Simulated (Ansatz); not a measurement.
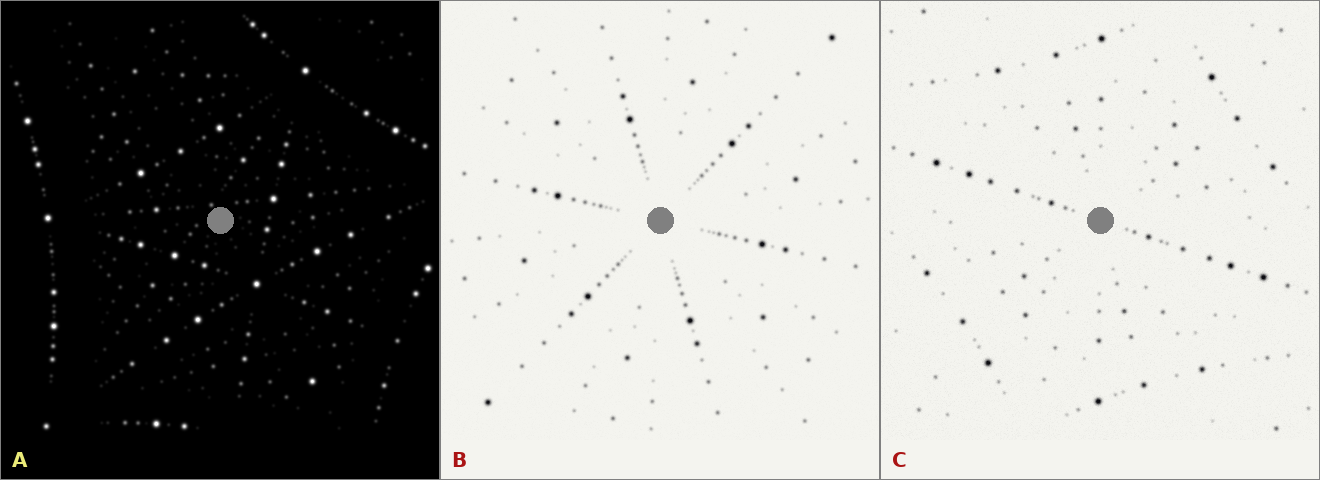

Simulated back-reflection Laue patterns (white X-rays, 0.45 to 2.2 Å, flat plate covering ±45° about the beam, kinematic intensities, seen from the source). Crystal: SbW, space group P6_3/mmc (No. 194), a = 4.416 Å, c = 5.196 Å (hexagonal axes). Structure: the geometry relaxed at fixed volume with DFT PBEsol, scalar-relativistic, plane waves, PAW (Ansatz); the starting structure was generated, so it need not be a known form of this composition.

| atom | site | symmetry | x | y | z |
| --- | --- | --- | --- | --- | --- |
| W | 2a | -3m. | 0.0000 | 0.0000 | 0.0000 |
| Sb | 2c | -6m2 | 0.3333 | 0.6667 | 0.2500 |

The directions [001], [100], [101] point towards the source, in some order. Which is which?

Answer. A: [101], symmetry m (one mirror line). B: [001], symmetry 6mm (a sixfold axis with mirror lines). C: [100], symmetry 2mm (a twofold axis with two mirror lines). The Laue class is 6/mmm.
